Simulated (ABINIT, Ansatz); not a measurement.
# BiH3 (Pm-3m): zone-centre phonons, part 3 of 4

Which modes does BiH3 (Pm-3m) have at the zone centre?

ABINIT 10.8.3; DFT LDA, scalar-relativistic, plane waves, HGH norm-conserving pseudopotentials.

So far. Step 3 (Ground state): The cell stands at -0.40 GPa: the relaxation ran with a smoothed and higher cutoff, and the difference is a stress of the finite basis. Step 4 (Zone-centre response): The acoustic modes at Γ come out as far as 0.4 cm⁻¹ from zero, where they should vanish, a small numerical error. The lowest optical mode is imaginary, 1096i cm⁻¹, an instability at this level and on this k mesh. The relaxed cell has a = 4.119 Å (conventional setting).

The structure was built from a prototype and need not be the compound's stable phase.

## Step 5: Zone-centre analysis

anaddb reads the merged derivatives and imposes the acoustic sum rule.

File anaddb.abi:

```
ddb_filepath "gamma_DDB"
output_file "anaddb.abo"
outdata_prefix "anaddb"
asr 1
chneut 1
enunit 2
eivec 1
nph1l 1
qph1l 0.0 0.0 0.0 1.0
```

File mrgddb.in:

```
gamma_DDB
merged
2
dfpt_gammao_DDB
gso_DDB
```

Command:

```sh
$ mrgddb < mrgddb.in > mrgddb.log
$ OMP_NUM_THREADS=1 anaddb anaddb.abi > anaddb.log
```

anaddb.abo, the main output file:

```text
-outvars_anaddb: echo values of input variables ----------------------

 Miscellaneous information :
      enunit         2
       eivec         1
         asr         1
 First list of wavevector (reduced coord.) :
       nph1l         1
       qph1l
                     0.00000000E+00  0.00000000E+00  0.00000000E+00    1.000E+00

================================================================================

 read the DDB information and perform some checks

  ==== Info on the Cryst% object ====
 Real(R)+Recip(G) space primitive vectors, cartesian coordinates (Bohr,Bohr^-1):
 R(1)=  7.7829304  0.0000000  0.0000000  G(1)=  0.1284863  0.0000000  0.0000000
 R(2)=  0.0000000  7.7829304  0.0000000  G(2)=  0.0000000  0.1284863  0.0000000
 R(3)=  0.0000000  0.0000000  7.7829304  G(3)=  0.0000000  0.0000000  0.1284863
 Unit cell volume ucvol=  4.7144327E+02 bohr^3
 Angles (23,13,12)=  9.00000000E+01  9.00000000E+01  9.00000000E+01 degrees
 Time-reversal symmetry is present
 Reduced atomic positions [iatom, xred, symbol]:
    1)    0.0000000  0.0000000  0.0000000  Bi
    2)    0.5000000  0.0000000  0.0000000   H
    3)    0.0000000  0.5000000  0.0000000   H
    4)    0.0000000  0.0000000  0.5000000   H

 DDB file with 3 blocks has been read.

================================================================================

 Treat the first list of vectors

  Phonon wavevector (reduced coordinates) :  0.00000  0.00000  0.00000
 Phonon energies in Hartree :
  -4.994028E-03 -4.994028E-03 -4.994028E-03  0.000000E+00  0.000000E+00
   0.000000E+00  2.137113E-03  2.137113E-03  2.137113E-03  2.181283E-03
   2.181283E-03  2.181283E-03
 Phonon energies in meV     :
- -1.358944E+02 -1.358944E+02 -1.358944E+02  0.000000E+00  0.000000E+00
-  0.000000E+00  5.815381E+01  5.815381E+01  5.815381E+01  5.935574E+01
-  5.935574E+01  5.935574E+01
 Phonon frequencies in cm-1    :
- -1.096062E+03 -1.096062E+03 -1.096062E+03  0.000000E+00  0.000000E+00
-  0.000000E+00  4.690421E+02  4.690421E+02  4.690421E+02  4.787363E+02
-  4.787363E+02  4.787363E+02
 Phonon frequencies in Thz     :
- -3.285913E+01 -3.285913E+01 -3.285913E+01  0.000000E+00  0.000000E+00
-  0.000000E+00  1.406153E+01  1.406153E+01  1.406153E+01  1.435215E+01
-  1.435215E+01  1.435215E+01
 Phonon energies in Kelvin  :
- -1.576989E+03 -1.576989E+03 -1.576989E+03  0.000000E+00  0.000000E+00
-  0.000000E+00  6.748469E+02  6.748469E+02  6.748469E+02  6.887947E+02
-  6.887947E+02  6.887947E+02

 Eigendisplacements
 (will be given, for each mode : in cartesian coordinates
   for each atom the real part of the displacement vector,
   then the imaginary part of the displacement vector - absolute values smaller than 1.0d-7 are set to zero)
  Mode number    1   Energy   -4.994028E-03
 Attention : low frequency mode.
   (Could be unstable or acoustic mode)
-  1  1.13241956E-04  0.00000000E+00  0.00000000E+00
-     0.00000000E+00  0.00000000E+00  0.00000000E+00
-  2 -2.32718339E-02  0.00000000E+00  0.00000000E+00
-     0.00000000E+00  0.00000000E+00  0.00000000E+00
-  3 -1.03544603E-04  1.15136438E-07  0.00000000E+00
-     0.00000000E+00  0.00000000E+00  0.00000000E+00
-  4 -1.03544603E-04  0.00000000E+00  0.00000000E+00
-     0.00000000E+00  0.00000000E+00  0.00000000E+00
  Mode number    2   Energy   -4.994028E-03
 Attention : low frequency mode.
   (Could be unstable or acoustic mode)
-  1  0.00000000E+00  1.13241956E-04  0.00000000E+00
-     0.00000000E+00  0.00000000E+00  0.00000000E+00
-  2 -1.15136438E-07 -1.03544603E-04  0.00000000E+00
-     0.00000000E+00  0.00000000E+00  0.00000000E+00
-  3  0.00000000E+00 -2.32718339E-02  0.00000000E+00
-     0.00000000E+00  0.00000000E+00  0.00000000E+00
-  4  0.00000000E+00 -1.03544603E-04  0.00000000E+00
-     0.00000000E+00  0.00000000E+00  0.00000000E+00
  Mode number    3   Energy   -4.994028E-03
 Attention : low frequency mode.
   (Could be unstable or acoustic mode)
-  1  0.00000000E+00  0.00000000E+00  1.13241956E-04
-     0.00000000E+00  0.00000000E+00  0.00000000E+00
-  2  0.00000000E+00  0.00000000E+00 -1.03544603E-04
-     0.00000000E+00  0.00000000E+00  0.00000000E+00
-  3  0.00000000E+00  0.00000000E+00 -1.03544603E-04
-     0.00000000E+00  0.00000000E+00  0.00000000E+00
-  4  0.00000000E+00  0.00000000E+00 -2.32718339E-02
-     0.00000000E+00  0.00000000E+00  0.00000000E+00
  Mode number    4   Energy    0.000000E+00
 Attention : low frequency mode.
   (Could be unstable or acoustic mode)
-  1  0.00000000E+00  0.00000000E+00 -1.60859875E-03
-     0.00000000E+00  0.00000000E+00  0.00000000E+00
-  2  0.00000000E+00  0.00000000E+00 -1.60859875E-03
-     0.00000000E+00  0.00000000E+00  0.00000000E+00
-  3  0.00000000E+00  0.00000000E+00 -1.60859875E-03
-     0.00000000E+00  0.00000000E+00  0.00000000E+00
-  4  0.00000000E+00  0.00000000E+00 -1.60859876E-03
-     0.00000000E+00  0.00000000E+00  0.00000000E+00
  Mode number    5   Energy    0.000000E+00
 Attention : low frequency mode.
   (Could be unstable or acoustic mode)
-  1  0.00000000E+00  1.60859875E-03  0.00000000E+00
-     0.00000000E+00  0.00000000E+00  0.00000000E+00
-  2  0.00000000E+00  1.60859875E-03  0.00000000E+00
-     0.00000000E+00  0.00000000E+00  0.00000000E+00
-  3  0.00000000E+00  1.60859876E-03  0.00000000E+00
-     0.00000000E+00  0.00000000E+00  0.00000000E+00
-  4  0.00000000E+00  1.60859875E-03  0.00000000E+00
-     0.00000000E+00  0.00000000E+00  0.00000000E+00
  Mode number    6   Energy    0.000000E+00
 Attention : low frequency mode.
   (Could be unstable or acoustic mode)
-  1  1.60859875E-03  0.00000000E+00  0.00000000E+00
-     0.00000000E+00  0.00000000E+00  0.00000000E+00
-  2  1.60859876E-03  0.00000000E+00  0.00000000E+00
-     0.00000000E+00  0.00000000E+00  0.00000000E+00
-  3  1.60859875E-03  0.00000000E+00  0.00000000E+00
-     0.00000000E+00  0.00000000E+00  0.00000000E+00
-  4  1.60859875E-03  0.00000000E+00  0.00000000E+00
-     0.00000000E+00  0.00000000E+00  0.00000000E+00
  Mode number    7   Energy    2.137113E-03
-  1  0.00000000E+00  0.00000000E+00  0.00000000E+00
-     0.00000000E+00  0.00000000E+00  0.00000000E+00
-  2  0.00000000E+00  4.44325675E-07 -1.64963404E-02
-     0.00000000E+00  0.00000000E+00  0.00000000E+00
-  3  0.00000000E+00  0.00000000E+00  1.64963404E-02
-     0.00000000E+00  0.00000000E+00  0.00000000E+00
-  4  0.00000000E+00 -4.44325676E-07  0.00000000E+00
-     0.00000000E+00  0.00000000E+00  0.00000000E+00
  Mode number    8   Energy    2.137113E-03
-  1  0.00000000E+00  0.00000000E+00  0.00000000E+00
-     0.00000000E+00  0.00000000E+00  0.00000000E+00
-  2  0.00000000E+00  1.64963403E-02  4.44336343E-07
-     0.00000000E+00  0.00000000E+00  0.00000000E+00
-  3  2.50088073E-06  0.00000000E+00 -4.44336343E-07
-     0.00000000E+00  0.00000000E+00  0.00000000E+00
-  4 -2.50088073E-06 -1.64963403E-02  0.00000000E+00
-     0.00000000E+00  0.00000000E+00  0.00000000E+00
  Mode number    9   Energy    2.137113E-03
-  1  0.00000000E+00  0.00000000E+00  0.00000000E+00
-     0.00000000E+00  0.00000000E+00  0.00000000E+00
-  2  0.00000000E+00  2.50088263E-06  0.00000000E+00
-     0.00000000E+00  0.00000000E+00  0.00000000E+00
-  3 -1.64963403E-02  0.00000000E+00  0.00000000E+00
-     0.00000000E+00  0.00000000E+00  0.00000000E+00
-  4  1.64963403E-02 -2.50088263E-06  0.00000000E+00
-     0.00000000E+00  0.00000000E+00  0.00000000E+00
  Mode number   10   Energy    2.181283E-03
-  1  0.00000000E+00  0.00000000E+00 -1.56898459E-04
-     0.00000000E+00  0.00000000E+00  0.00000000E+00
-  2  0.00000000E+00  1.48976421E-07  1.64173974E-02
-     0.00000000E+00  0.00000000E+00  0.00000000E+00
-  3  0.00000000E+00  0.00000000E+00  1.64173974E-02
-     0.00000000E+00  0.00000000E+00  0.00000000E+00
-  4  0.00000000E+00  1.48976421E-07 -3.04388244E-04
-     0.00000000E+00  0.00000000E+00  0.00000000E+00
  Mode number   11   Energy    2.181283E-03
-  1  0.00000000E+00  1.56898457E-04  0.00000000E+00
-     0.00000000E+00  0.00000000E+00  0.00000000E+00
-  2  0.00000000E+00 -1.64173973E-02  1.48973190E-07
-     0.00000000E+00  0.00000000E+00  0.00000000E+00
-  3 -2.05278345E-06  3.04388241E-04  1.48973190E-07
-     0.00000000E+00  0.00000000E+00  0.00000000E+00
-  4 -2.05278345E-06 -1.64173973E-02  0.00000000E+00
-     0.00000000E+00  0.00000000E+00  0.00000000E+00
  Mode number   12   Energy    2.181283E-03
-  1  1.56898457E-04  0.00000000E+00  0.00000000E+00
-     0.00000000E+00  0.00000000E+00  0.00000000E+00
-  2  3.04388241E-04  2.05278322E-06  0.00000000E+00
-     0.00000000E+00  0.00000000E+00  0.00000000E+00
-  3 -1.64173973E-02  0.00000000E+00  0.00000000E+00
-     0.00000000E+00  0.00000000E+00  0.00000000E+00
-  4 -1.64173973E-02  2.05278322E-06  0.00000000E+00
-     0.00000000E+00  0.00000000E+00  0.00000000E+00

 Analysis of degeneracies and characters (maximum tolerance=1.00E-06 a.u.)
 For each vibration mode, or group of modes if degenerate,
 the characters are given for each symmetry operation (see the list in the log file).
 Symmetry characters of vibration mode #   1
       degenerate with vibration modes #   2 to    3
  3.0 -3.0 -1.0  1.0 -1.0  1.0 -1.0  1.0  1.0 -1.0 -1.0  1.0  1.0 -1.0 -1.0  1.0
  0.0 -0.0  0.0 -0.0 -0.0  0.0 -0.0  0.0  1.0 -1.0 -1.0  1.0 -1.0  1.0  1.0 -1.0
  0.0 -0.0 -0.0  0.0 -0.0  0.0  0.0 -0.0  1.0 -1.0  1.0 -1.0 -1.0  1.0 -1.0  1.0
 Symmetry characters of vibration mode #   4
       degenerate with vibration modes #   5 to    6
  3.0 -3.0 -1.0  1.0 -1.0  1.0 -1.0  1.0  1.0 -1.0 -1.0  1.0  1.0 -1.0 -1.0  1.0
  0.0 -0.0  0.0 -0.0 -0.0  0.0 -0.0  0.0  1.0 -1.0 -1.0  1.0 -1.0  1.0  1.0 -1.0
  0.0 -0.0 -0.0  0.0 -0.0  0.0  0.0 -0.0  1.0 -1.0  1.0 -1.0 -1.0  1.0 -1.0  1.0
 Symmetry characters of vibration mode #   7
       degenerate with vibration modes #   8 to    9
  3.0 -3.0 -1.0  1.0 -1.0  1.0 -1.0  1.0 -1.0  1.0  1.0 -1.0 -1.0  1.0  1.0 -1.0
  0.0 -0.0 -0.0  0.0 -0.0  0.0  0.0 -0.0 -1.0  1.0  1.0 -1.0  1.0 -1.0 -1.0  1.0
  0.0 -0.0 -0.0  0.0  0.0 -0.0 -0.0  0.0 -1.0  1.0 -1.0  1.0  1.0 -1.0  1.0 -1.0
 Symmetry characters of vibration mode #  10
       degenerate with vibration modes #  11 to   12
  3.0 -3.0 -1.0  1.0 -1.0  1.0 -1.0  1.0  1.0 -1.0 -1.0  1.0  1.0 -1.0 -1.0  1.0
 -0.0  0.0 -0.0  0.0  0.0 -0.0  0.0 -0.0  1.0 -1.0 -1.0  1.0 -1.0  1.0  1.0 -1.0
 -0.0  0.0  0.0 -0.0  0.0 -0.0 -0.0  0.0  1.0 -1.0  1.0 -1.0 -1.0  1.0 -1.0  1.0
-
```

Run time: 0.7 s. Hardware: 1 thread of Intel Xeon at 2.70GHz, shared host.

No LO-TO term; unit eigenvectors of the mass-weighted matrix, from anaddb's displacements. Modes at Γ, with each element's share of the kinetic energy (negative means imaginary):

```tsv
mode	frequency (cm⁻¹)	symmetry	Bi %	H %
1	-1096.1	T1u	0	100
2	-1096.1	T1u	0	100
3	-1096.1	T1u	0	100
4	0.0	acoustic	99	1
5	0.0	acoustic	99	1
6	0.0	acoustic	99	1
7	469.0	T2u	0	100
8	469.0	T2u	0	100
9	469.0	T2u	0	100
10	478.7	T1u	1	99
11	478.7	T1u	1	99
12	478.7	T1u	1	99
```

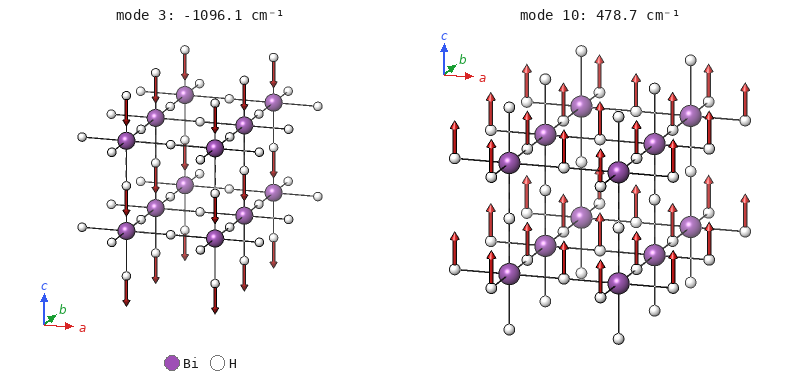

Displacement patterns of modes 3 and 10 at Γ; arrows are exaggerated. 1×2×1 cells are drawn. Some periodic images of atoms are drawn too.

The rule moves no optical mode by more than 0.1 cm⁻¹.

(Part 3 of 4 ends here.)

[Host names and launcher messages were left out of these logs when they were recorded.]

[Logs are printed without paths, hosts, clocks, repeated set-up lines and the standing remarks that a program may print on its own settings, such as how far it seeks lower states.]

[Hosts, paths, dates, database ids (printed as entryN), source tags and the programs' standing remarks are cut or masked in the printed files.]
